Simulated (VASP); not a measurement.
Band structure of C (graphite). All values below come from LDA (Ceperley-Alder, Perdew-Zunger), VASP's LDA PAW potentials (set 64) (plane waves; VASP).

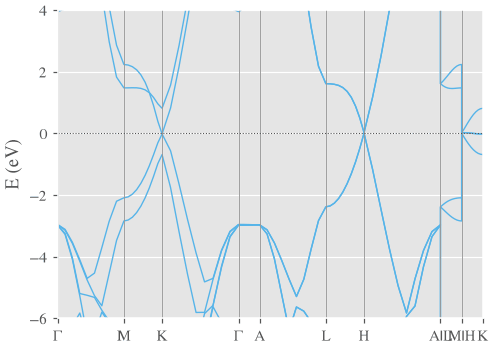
Figure. Bands along high-symmetry lines, zero at the valence-band maximum or, without a gap, the Fermi level

Task: Read the plot: is there a gap, and where are the band edges?

Result: It has no gap at this level: it comes out as a metal or semimetal. (Edges off the drawn lines would not show.)

The compound is C in the graphite structure. It was relaxed first.
